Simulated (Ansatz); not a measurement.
# Ligand exchange: NH3 + GeH2(NH2)2 → N2H4 + GeH3(NH2)

Gas-phase species: NH3 `N`, singlet; GeH2(NH2)2, singlet; N2H4 (hydrazine) `NN`, singlet; GeH3(NH2), singlet. The partners trade H for NH2: N–H and Ge–NH2 bonds give way to N–NH2 and Ge–H.

Shapes, held fixed at every level: PBE0-D4/def2-TZVP. Flexible molecules stand in one conformer, not always the lowest. Programs: Ansatz 0.2.0. The zero-point and thermal change to 298 K, harmonic and unscaled (PBE0-D4/def2-TZVP), is -1.3 kJ/mol.

| level | kind | ΔH(298 K) (kJ/mol) | less CCSD(T)/def2-TZVPP |
| --- | --- | --- | --- |
| HF/def2-SVP | Hartree–Fock | +170.8 | -23.5 |
| BHLYP-D4/def2-TZVPP | global hybrid | +188.7 | -5.6 |
| PBE0-D4/def2-TZVPP | global hybrid | +181.8 | -12.5 |
| wB97M-V/def2-TZVPP | range-separated hybrid | +186.7 | -7.6 |
| wB97X-V/def2-TZVPP | range-separated hybrid | +181.6 | -12.7 |
| MP2/def2-SVP | perturbation theory | +183.6 | -10.7 |
| CCSD/def2-TZVPP | coupled cluster or CI | +193.4 | -0.9 |
| CCSD(T)/def2-TZVPP | coupled cluster or CI | +194.3 | 0.0 |

The highest level, CCSD(T)/def2-TZVPP, gives ΔH(298 K) = +194.3 kJ/mol; the levels span +170.8 to +194.3. The column of differences is taken from that level and isn't an error. No measured value is set beside it here. Relativity is left out for Ge. Outer-core shells of Ge are correlated, in sets that cover them unevenly.

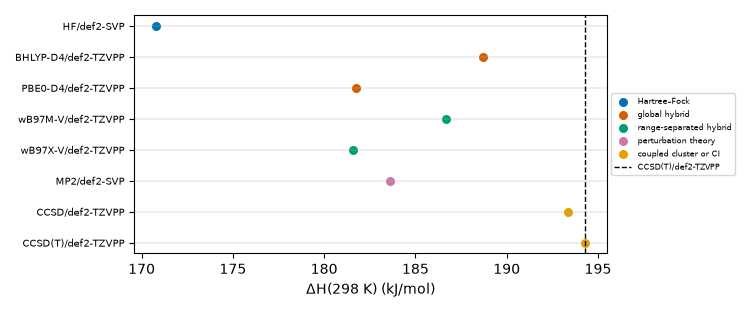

The values of the table, level by level.
